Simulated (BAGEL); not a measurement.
**CH4ClGe (SMILES [CH3][GeH][Cl]) at UHF/def2-SVP (density fitting with qzvpp-jkfit)**

What is the vertical ionisation energy of CH4ClGe at UHF/def2-SVP (density fitting with qzvpp-jkfit)? 

The results are computed with BAGEL 1.2.2.

1 further run of the same task is left out (set aside as unsound or not needed). Runs told in other sessions of the task aren't counted.

## (1) The molecule

CH4ClGe: 7 atoms, total charge 0, spin state doublet. As SMILES, `[CH3][GeH][Cl]`. The shape is that of a PBE0-D4/def2-TZVP optimisation.

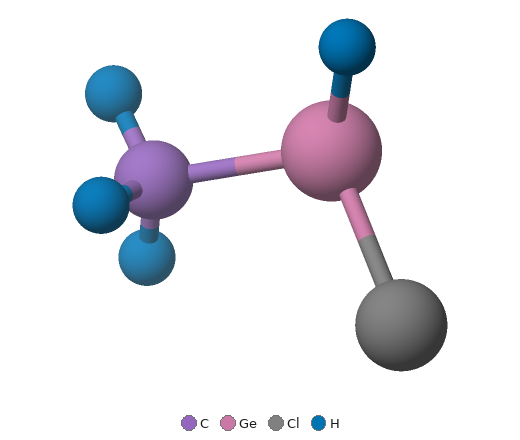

The structure, seen from a chosen angle (carbon purple, germanium pink, chlorine grey, hydrogen blue).

## (2) A single-point energy at UHF/def2-SVP (density fitting with qzvpp-jkfit)

Input file job.json:

```json
{ "bagel" : [

{
  "title" : "molecule",
  "basis" : "svp",
  "df_basis" : "qzvpp-jkfit",
  "angstrom" : true,
  "geometry" : [
    { "atom" : "C", "xyz" : [   -0.733100,    0.438400,   -0.261900 ] },
    { "atom" : "Ge", "xyz" : [    0.705400,   -0.885500,   -0.183100 ] },
    { "atom" : "Cl", "xyz" : [    1.017000,   -1.361700,    1.909500 ] },
    { "atom" : "H", "xyz" : [   -0.433400,    1.314500,    0.317300 ] },
    { "atom" : "H", "xyz" : [   -1.646200,    0.021400,    0.160800 ] },
    { "atom" : "H", "xyz" : [   -0.909900,    0.729400,   -1.298200 ] },
    { "atom" : "H", "xyz" : [    2.061400,   -0.324500,   -0.690100 ] }
  ]
},
{ "title" : "uhf", "nopen" : 1 },
{ "title" : "print", "file" : "orbitals.molden", "orbitals" : true }

]}
```

Run with:

```
$ BAGEL_NUM_THREADS=1 BAGEL job.json > job.out
```

The program printed:

```text
* using 1 threads per process

  ===============================================================
  ===============================================================

  *** Geometry ***

  { "atom" : "C", "xyz" : [     -1.385358,      0.828456,     -0.494919 ] },
  { "atom" : "Ge", "xyz" : [      1.333013,     -1.673352,     -0.346009 ] },
  { "atom" : "Cl", "xyz" : [      1.921851,     -2.573240,      3.608432 ] },
  { "atom" : "H", "xyz" : [     -0.819007,      2.484045,      0.599610 ] },
  { "atom" : "H", "xyz" : [     -3.110867,      0.040440,      0.303868 ] },
  { "atom" : "H", "xyz" : [     -1.719462,      1.378366,     -2.453242 ] },
  { "atom" : "H", "xyz" : [      3.895481,     -0.613216,     -1.304100 ] },

  Number of auxiliary basis functions:      541

  Since a DF basis is specified, we compute 2- and 3-index integrals:
    o Being stored without compression. Storage requirement is 0.031 GB

  Number of basis functions:       84
  Number of electrons      :       59

    * METHOD: MOLECULE                             0.21

  *** Open-shell HF ***

  === Nuclear Repulsion ===
   253.3597262299

      * DIIS with orbital gradients will be used.

  === UHF iteration (svp) ===
      0      -2574.54014268          0.02372051           0.17
      1      -2574.62538342          0.01142690           0.16
      2      -2574.64056698          0.00531610           0.16
      3      -2574.64431238          0.00095712           0.17
      4      -2574.64473812          0.00035998           0.16
      5      -2574.64479797          0.00010998           0.16
      6      -2574.64482187          0.00004169           0.16
      7      -2574.64482684          0.00001854           0.16
      8      -2574.64482841          0.00000734           0.16
      9      -2574.64482896          0.00000232           0.19
     10      -2574.64482902          0.00000105           0.18
     11      -2574.64482903          0.00000049           0.17
     12      -2574.64482903          0.00000020           0.17
     13      -2574.64482903          0.00000009           0.17
     14      -2574.64482903          0.00000005           0.16
     15      -2574.64482903          0.00000002           0.16
     16      -2574.64482903          0.00000001           0.16
     17      -2574.64482903          0.00000001           0.17
    * SCF iteration converged.

    * S^2 (UHF) is 0.7536

    * Permanent dipole moment:
           (    0.390677,    -0.376172,     0.868827) a.u.

    * METHOD: UHF                                  3.20

    * METHOD: PRINT                                0.01

  ===============================================================
```

It took 3.9 s on 1 thread of Intel Xeon 6975P-C (Granite Rapids), shared host; peak memory 0.14 GiB.

## (3) The singlet cation at the same level

Input file job.json:

```json
{ "bagel": [

{
  "title": "molecule",
  "basis": "svp",
  "df_basis": "qzvpp-jkfit",
  "angstrom": true,
  "geometry": [
    { "atom": "C", "xyz": [      -0.733100,       0.438400,      -0.261900 ] },
    { "atom": "Ge", "xyz": [       0.705400,      -0.885500,      -0.183100 ] },
    { "atom": "Cl", "xyz": [       1.017000,      -1.361700,       1.909500 ] },
    { "atom": "H", "xyz": [      -0.433400,       1.314500,       0.317300 ] },
    { "atom": "H", "xyz": [      -1.646200,       0.021400,       0.160800 ] },
    { "atom": "H", "xyz": [      -0.909900,       0.729400,      -1.298200 ] },
    { "atom": "H", "xyz": [       2.061400,      -0.324500,      -0.690100 ] }
  ]
},

{ "title": "hf", "charge": 1 },

{ "title": "print", "file": "orbitals.molden", "orbitals": true }

]}
```

Run with:

```
$ BAGEL_NUM_THREADS=1 BAGEL job.json > job.out
```

The program printed:

```text
* using 1 threads per process

  ===============================================================
  ===============================================================

  *** Geometry ***

  { "atom" : "C", "xyz" : [     -1.385358,      0.828456,     -0.494919 ] },
  { "atom" : "Ge", "xyz" : [      1.333013,     -1.673352,     -0.346009 ] },
  { "atom" : "Cl", "xyz" : [      1.921851,     -2.573240,      3.608432 ] },
  { "atom" : "H", "xyz" : [     -0.819007,      2.484045,      0.599610 ] },
  { "atom" : "H", "xyz" : [     -3.110867,      0.040440,      0.303868 ] },
  { "atom" : "H", "xyz" : [     -1.719462,      1.378366,     -2.453242 ] },
  { "atom" : "H", "xyz" : [      3.895481,     -0.613216,     -1.304100 ] },

  Number of auxiliary basis functions:      541

  Since a DF basis is specified, we compute 2- and 3-index integrals:
    o Being stored without compression. Storage requirement is 0.031 GB

  Number of basis functions:       84
  Number of electrons      :       59

    * METHOD: MOLECULE                             0.21

  *** RHF ***

  === Nuclear Repulsion ===
   253.3597262299

      * DIIS with orbital gradients will be used.

  === RHF iteration (svp) ===
      0      -2574.21610637          0.01317926           0.08
      1      -2574.31636693          0.00705951           0.07
      2      -2574.34058556          0.00130502           0.10
      3      -2574.34214016          0.00050737           0.09
      4      -2574.34231966          0.00014775           0.07
      5      -2574.34235691          0.00005294           0.08
      6      -2574.34236293          0.00002116           0.08
      7      -2574.34236389          0.00000705           0.08
      8      -2574.34236402          0.00000306           0.08
      9      -2574.34236405          0.00000098           0.08
     10      -2574.34236405          0.00000040           0.08
     11      -2574.34236405          0.00000014           0.08
     12      -2574.34236405          0.00000006           0.08
     13      -2574.34236405          0.00000002           0.10
     14      -2574.34236405          0.00000001           0.08
    * SCF iteration converged.

    * Permanent dipole moment:
           (    0.443332,    -0.198756,     1.609012) a.u.

    * METHOD: HF                                   1.41

    * METHOD: PRINT                                0.01

  ===============================================================
```

It took 1.9 s on 1 thread of Intel Xeon 6975P-C (Granite Rapids), shared host; peak memory 0.14 GiB.

## (4) Summary of results

Level: UHF/def2-SVP (density fitting with qzvpp-jkfit).

| quantity | value |
| --- | --- |
| doublet CH4ClGe: total energy | -2574.64483 Eh |
| doublet CH4ClGe: dipole moment | 2.60 D |
| doublet CH4ClGe: ⟨S²⟩ | 0.754 |
| singlet cation: total energy | -2574.34236 Eh |
| singlet cation: HOMO energy | -17.54 eV |
| singlet cation: LUMO energy | -7.33 eV |
| singlet cation: HOMO–LUMO gap | 10.21 eV |
| vertical ionisation energy (to the singlet cation) | 8.230 eV |

In words: Removing an electron at fixed nuclei costs 8.23 eV (794 kJ/mol).
